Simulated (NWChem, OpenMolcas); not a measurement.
**How methods differ on C4H5N (pyrrole)**

C4H5N has 10 atoms, charge 0, and is taken as a singlet. SMILES: `c1cc[nH]c1`. The coordinates come from a PBE0-D4/def2-TZVP relaxation.

Each level gives the dipole moment (D). The values are calculated.

**What was measured.** NIST CCCBDB; in doubt: it may belong to another isomer, state or phase gives the dipole moment of the gas as 1.84 D.

```tsv
level	kind	program	value (D)	computed − measured	CPU time
HF/def2-SVP	Hartree–Fock	NWChem	2.02	+0.18	21 s
SVWN5/def2-SVP	LDA	NWChem	2.06	+0.22	21 s
BLYP/def2-SVP	GGA	OpenMolcas	2.02	+0.18	47 s
revPBE/def2-SVP	GGA	NWChem	2.03	+0.19	22 s
TPSS/def2-SVP	meta-GGA	OpenMolcas	2.02	+0.18	68 s
BHLYP/def2-SVP	global hybrid	NWChem	2.01	+0.17	18 s
TPSSh/def2-SVP	hybrid meta-GGA	NWChem	2.02	+0.18	18 s
CAM-B3LYP/def2-SVP	range-separated hybrid	NWChem	2.04	+0.20	75 s
```

Nearest: BHLYP/def2-SVP (+0.17 D); farthest: SVWN5/def2-SVP (+0.22 D). The measured dipole is a vibrational average, so differences of a few hundredths of a debye mean little. Computed less measured by kind, in D (def2-SVP rows): Hartree–Fock +0.18; LDA +0.22; GGA +0.18 to +0.19; meta-GGA +0.18; global hybrid +0.17 to +0.18; range-separated hybrid +0.20. Magnitudes only. CPU times are rough (shared hosts, several kinds of processor): they show what a rung costs within a factor of a few.

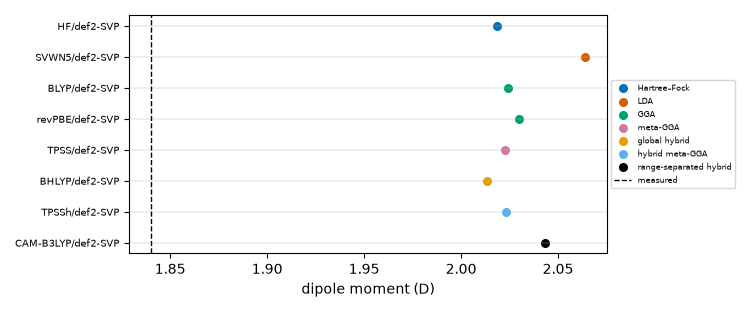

The values of the table, level by level.
